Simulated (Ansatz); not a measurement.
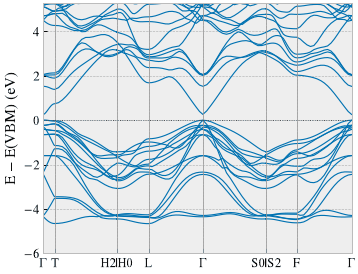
Band structure from plane-wave PAW PBEsol (Ansatz code)

### Question
Read off the gap and where the band edges lie.

### Answer
About 0.3 eV (0.26 eV by a search for the band edges); maximum at Γ, minimum at Γ.

The material is Cd5Te4S in space group R3m (No. 160; Pearson symbol hR10).

The first step of the workflow began from a Materials Project structure, measured or hypothetical; the Crystallography Open Database copy checked does not list it. Its standing as an ambient phase is unchecked. The cell was relaxed with PBEsol under the symmetry of its start; its stability against distortions is not shown here. Spin–orbit coupling is left out wherever it is not named.

Potentials: the later of the program's two PAW sets.
